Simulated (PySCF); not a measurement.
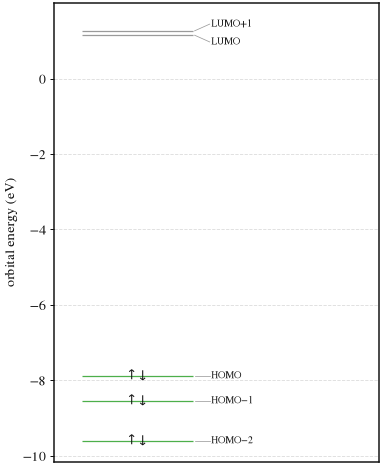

Kohn-Sham orbital energies near the frontier, CAM-B3LYP/def2-SVPD with PySCF, at a PBE0-D3(BJ)/def2-SVP geometry (no frequency check), isolated molecule; empty levels in grey, levels within 0.03 eV side by side.

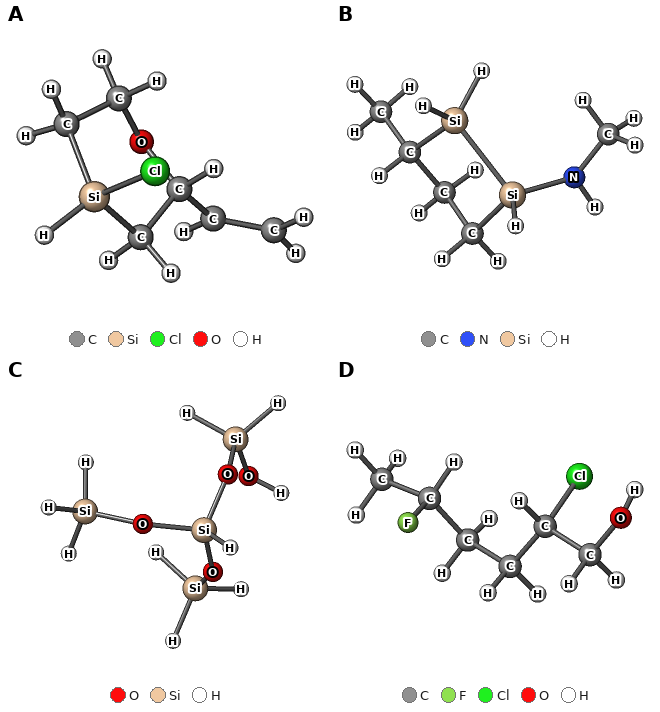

### Which molecule has this level scheme? The candidates are drawn in the second picture.

Structure B, C₅H₁₅NSi₂, SMILES CN[Si@@H]1CC[C@H](C)[SiH2]1. HOMO −7.88 eV, LUMO 1.15 eV, separation 9.03 eV.

Known limits of this run: one conformer of a flexible molecule; empty levels above zero depend strongly on the basis.
